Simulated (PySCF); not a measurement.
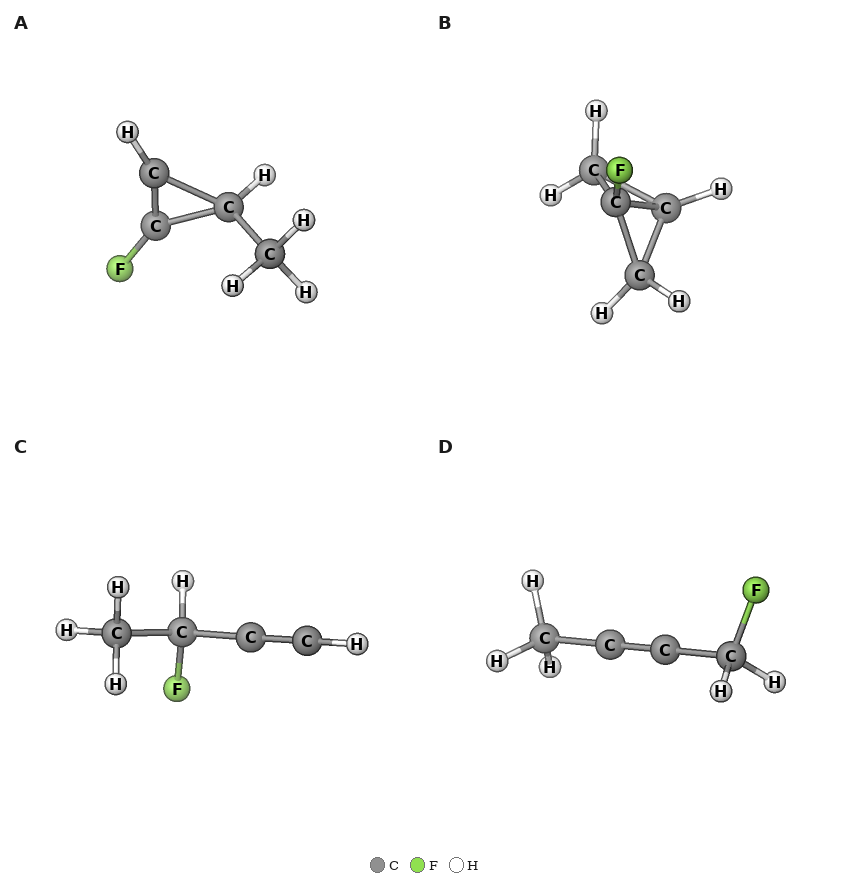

4 stationary structures of one formula. Geometries: PBE0-D3(BJ)/def2-SVP. Electronic energies: PBE0-D3(BJ)/def2-SVP (PySCF 2.14.0), without zero-point energy. No frequency run is at hand to confirm each as a minimum.

Which structure is the most stable?

Answer. D is lowest; C lies 3.5 kcal/mol above it, B lies 5.9 kcal/mol above it, A lies 16.3 kcal/mol above it. A is `C[C@@H]1C=C1F`, B is `F[C@]12C[C@H]1C2`, C is `C#C[C@H](C)F`, D is `CC#CCF`.
